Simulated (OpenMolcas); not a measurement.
**S2F2 (Difluorodisulfane): RPBE/cc-pVQZ (RICD fitting)**

Aim: the vertical electron affinity of S2F2 (Difluorodisulfane) at RPBE/cc-pVQZ (RICD fitting), from 2 runs. 

Program for the calculation: OpenMolcas 26.06.

## (1) The system as given

S2F2 has 4 atoms, charge 0, and is taken as a singlet. As SMILES, `FSSF`. The shape is that of a PBE0-D4/def2-TZVP optimisation.

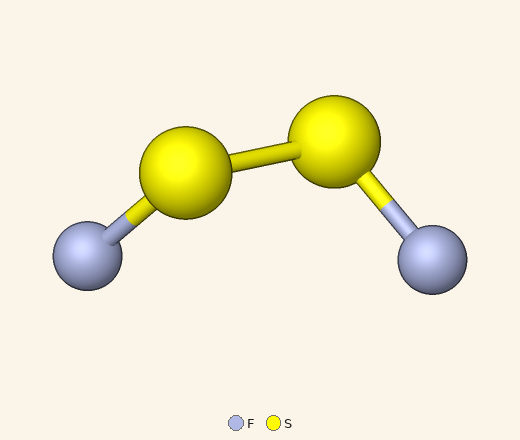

The structure, seen from a chosen angle (fluorine light blue, sulfur yellow).

## (2) A single-point energy at RPBE/cc-pVQZ (RICD fitting)

geom.xyz reads:

```xyz
4

F     -1.783750    -0.199930    -0.621590
S     -0.467670     0.764150    -0.632370
S      1.044990    -0.276390    -0.184720
F      1.206410    -0.287820     1.438680
```

job.input reads:

```
* F2S2 Kohn-Sham DFT

&GATEWAY
 BasLib = $CurrDir
 Coord = geom.xyz
 Basis = cc-pVQZ
 Group = NoSym
 RICD

&SEWARD

&SCF
 KSDFT = 2
 1.0 GGA_X_RPBE
 1.0 GGA_C_PBE
 PrOrbitals = 1 1
```

The basis set cc-pVQZ is read from a file made from the Basis Set Exchange's data (not shown).

Started as:

```
$ export MOLCAS_MEM=1860
$ pymolcas job.input > job.log
```

Log:

```text
--- Start Module: gateway ---
[...]
--- Stop Module: gateway /rc=_RC_ALL_IS_WELL_ ---
[...]
--- Start Module: seward ---
[...]
      Basis functions          228
--- Stop Module: seward /rc=_RC_ALL_IS_WELL_ ---
[...]
--- Start Module: scf ---
[...]
       Convergence after  15 Iterations
[...]
::    Total KS-DFT energy                            -996.0930256473
[...]
      Total spin, S                                     0.0000000000
[...]
      Total electronic charge=   50.000000
      Total            charge=   -0.000000
[...]
      Dipole Moment (debye):
      Origin of the operator (angstrom)=    0.0735    0.0621   -0.1040
                   X=  6.1612E-01               Y=  5.2048E-01               Z= -8.7192E-01           Total=  1.1877E+00
      Quadrupole Moment (debye*angstrom):
[...]
--- Stop Module: scf /rc=_RC_ALL_IS_WELL_ ---
[...]
```

Wall time 30 s (1 thread of Arm Neoverse V2, shared host); peak memory 0.73 GiB.

## (3) The doublet anion, same level

geom.xyz is that of step 2.

job.inp reads:

```
* F2S2 Kohn-Sham DFT
&GATEWAY
BasLib
$CurrDir
Coord
geom.xyz
Basis
cc-pVQZ
Group
NoSym
RICD
&SEWARD
&SCF
UHF
Charge
-1
Spin
2
KSDFT
2
1.0 GGA_X_RPBE
1.0 GGA_C_PBE
PrOrbitals
1 1
```

The basis set cc-pVQZ is read from a file made from the Basis Set Exchange's data (not shown).

Started as:

```
$ export MOLCAS_MEM=1860
$ pymolcas job.inp > job.log
```

Log:

```text
--- Start Module: gateway ---
[...]
--- Stop Module: gateway /rc=_RC_ALL_IS_WELL_ ---
[...]
--- Start Module: seward ---
[...]
      Basis functions          228
--- Stop Module: seward /rc=_RC_ALL_IS_WELL_ ---
[...]
--- Start Module: scf ---
[...]
       Convergence after  28 Iterations
[...]
::    Total KS-DFT energy                            -996.0689682790
[...]
      Total spin, S                                     0.5022750109
[...]
      Total electronic charge=   51.000000
      Total            charge=   -1.000000
[...]
      Dipole Moment (debye):
      Origin of the operator (angstrom)=    0.0735    0.0621   -0.1040
                   X=  1.9168E-02               Y=  1.6033E-02               Z= -2.6896E-02           Total=  3.6714E-02
      Center of Charge (angstrom)
[...]
--- Stop Module: scf /rc=_RC_ALL_IS_WELL_ ---
[...]
```

Wall time 60 s (1 thread of Arm Neoverse V2, shared host); peak memory 0.74 GiB.

## (4) Results

Level: RPBE/cc-pVQZ (RICD fitting).

| quantity | value |
| --- | --- |
| singlet S2F2: total energy | -996.09303 Eh |
| singlet S2F2: dipole moment | 1.19 D |
| singlet S2F2: HOMO energy | -7.05 eV |
| singlet S2F2: LUMO energy | -2.50 eV |
| singlet S2F2: HOMO–LUMO gap | 4.55 eV |
| doublet anion: total energy | -996.06897 Eh |
| doublet anion: HOMO energy (highest over α and β) | 3.74 eV |
| doublet anion: LUMO energy (lowest over α and β) | 3.94 eV |
| doublet anion: ⟨S²⟩ | 0.755 |
| vertical electron affinity (to the doublet anion) | -0.655 eV |

**Reading.** The anion lies 0.65 eV (15.1 kcal/mol) above the neutral: the electron isn't bound at this level, and such a value depends on the basis. Without diffuse functions anions come out too high. Mulliken charges (doublet anion) run from -0.34 on F1 to -0.16 on S3; in a basis this large or diffuse they mean little. The HOMO (doublet anion) lies at positive energy, 3.74 eV, as semi-local functionals often give for anions; only total energies tell whether the electron is bound.
